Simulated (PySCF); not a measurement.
## A study: AsF$_{5}$

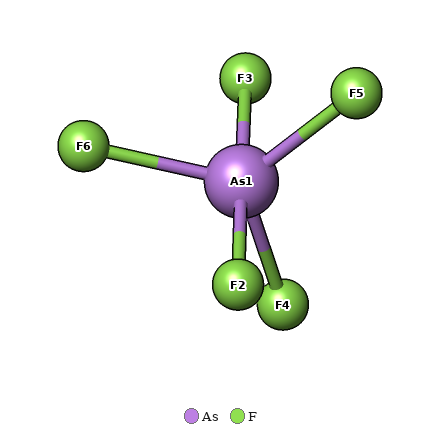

The molecule, with its atoms numbered as below. No frequency check shows the geometry to be a minimum.

Cartesian coordinates (Å):

```
As1     -0.0003    0.0004    0.0005
F2       1.7153   -0.0017    0.0129
F3      -1.7162    0.0060   -0.0035
F4       0.0028    1.6644    0.4377
F5      -0.0106   -1.2190    1.2127
F6       0.0099   -0.4513   -1.6616
```

## 1. Bonding charge

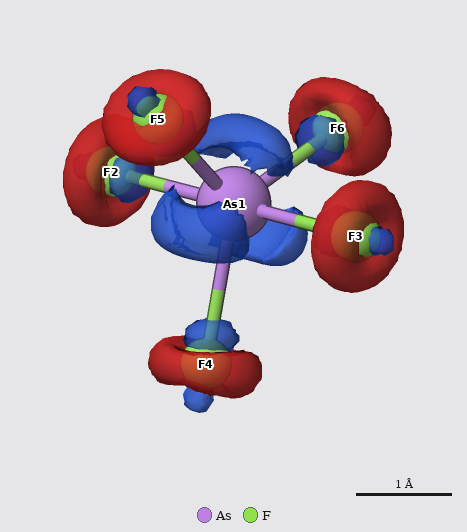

Deformation density (molecule less spherical, spin-averaged free atoms at the same positions), surfaces at ±0.15 e/Å³; red: gain, blue: loss.

Level of theory: B3LYP/cc-pVDZ (PySCF), at a geometry from GFN2-xTB.

**Describe the bonding that the map shows.**

As1–F2 and As1–F3: −0.04 e/Å³ at the bond critical point (bond length 1.72 Å, Mayer order 1.0). As1–F5, As1–F4 and As1–F6: −0.04 e/Å³ at the bond critical point (bond length 1.72 Å, Mayer order 1.0). In all, 1.3 electrons gather in the regions of gain relative to the promolecule. A small or negative value marks a very polar bond, one between electron-rich atoms, whose free-atom densities already overlap strongly, a long bond to a heavier atom, or a closed-shell contact such as a hydrogen bond.

**Where do the Hirshfeld charges lie?**

The highest Hirshfeld charge is on As1 (+0.77 e), the lowest on F2 and F3 (−0.17 e).

## 2. Bond critical points

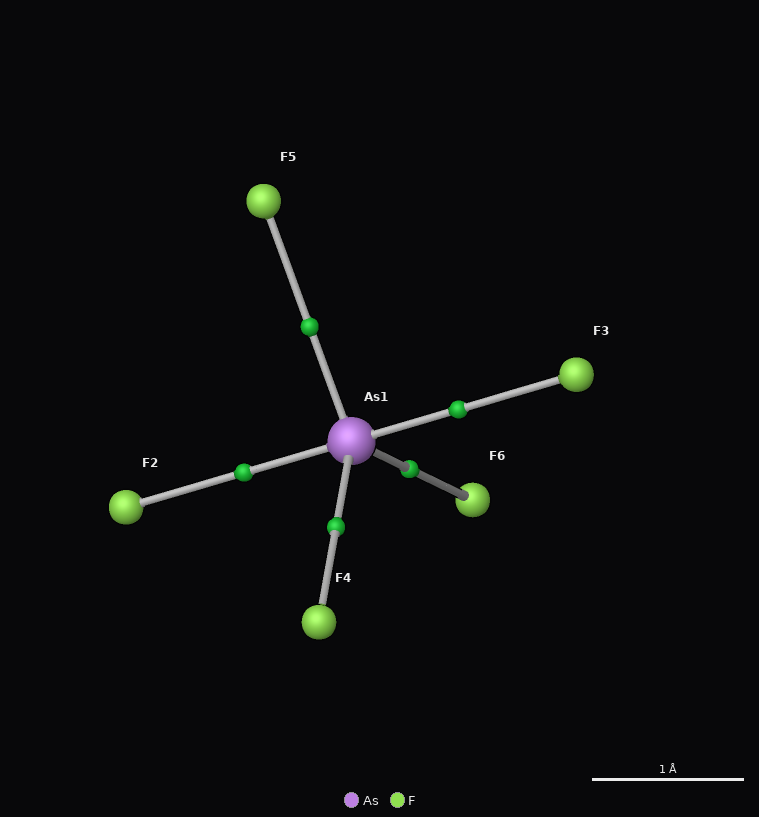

Molecular graph of the electron density (QTAIM): bond paths, bond critical points (green), ring points (magenta, if any); weak paths are dashed.

**How many critical points of each kind are there, and does the count close?**

6 nuclei, 5 bond, 0 ring and 0 cage critical points: 6 − 5 + 0 − 0 = 1, as the Poincaré–Hopf relation requires.

**What does the calculation give at each kind of bond critical point?**

```tsv
bond	length (Å)	ρ (a.u.)	∇²ρ (a.u.)	ε	H (a.u.)
As1–F2 (2 alike)	1.716	0.153	+0.68	0.00	−0.057
As1–F5 (3 alike)	1.719	0.150	+0.65	0.01	−0.055
```

**What kind of interaction is As1–F2?**

Polar or intermediate (positive Laplacian, negative energy density H): ρ = 0.153, ∇²ρ = +0.68, H = −0.057 a.u.

## 3. Local ionisation energy

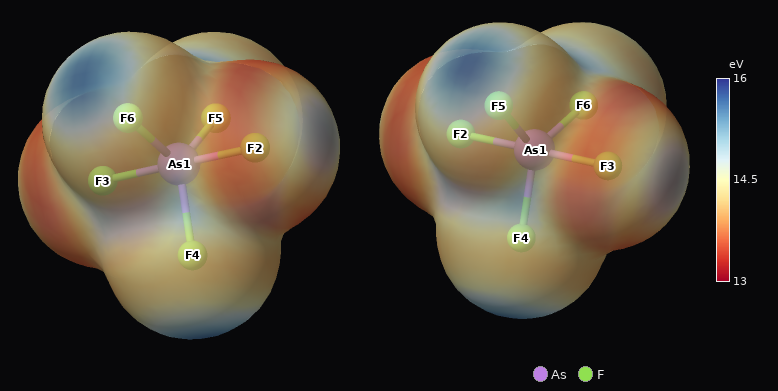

Average local ionisation energy on the surface of electron density 0.001 a.u. (back view left, front view right).

**Where are the most loosely bound electrons on this surface?**

The lowest value is 13.5 eV, 1.6 Å from F3, and at like points elsewhere. Further minima include 13.6 eV, 1.6 Å from F2. For comparison, the highest occupied orbital lies at −11.6 eV.

**What volume does the surface enclose, and what is the dipole moment?**

About 81 Å³; the dipole moment is 0.0 D.

## 4. Removing or adding an electron

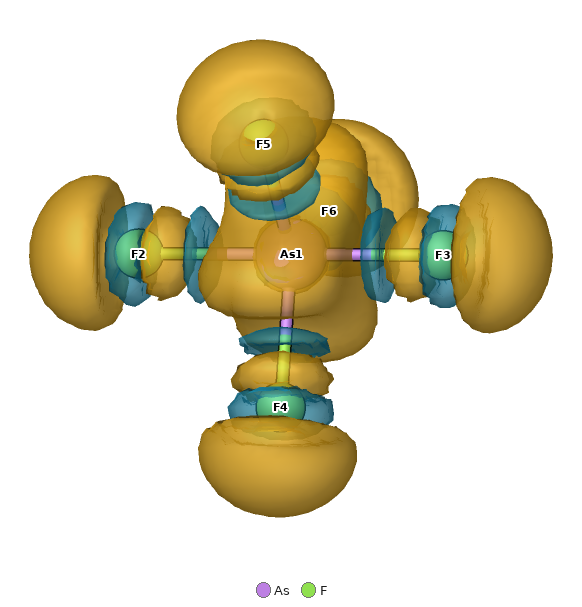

Fukui function f⁺ = ρ(N+1) − ρ(N) at fixed geometry, surfaces at ±0.015 e/Å³ (yellow positive, teal negative).

PySCF calculation, ωB97X/def2-SVPD, gas phase; geometry: GFN2-xTB.

**Which atoms respond most to the addition of an electron?**

f⁺ (Hirshfeld-condensed) is largest on As1 (0.28); the vertical electron affinity is 1.03 eV (the stability of the anion's solution wasn't checked). Condensed values hint at sites of nucleophilic attack but needn't mark the atom that reacts. Orbital relaxation makes it negative in places (0.17 e in all).

The PySCF runs shown took 11 s and 2.1 min on 1 thread of Arm Neoverse V1, on a shared host.
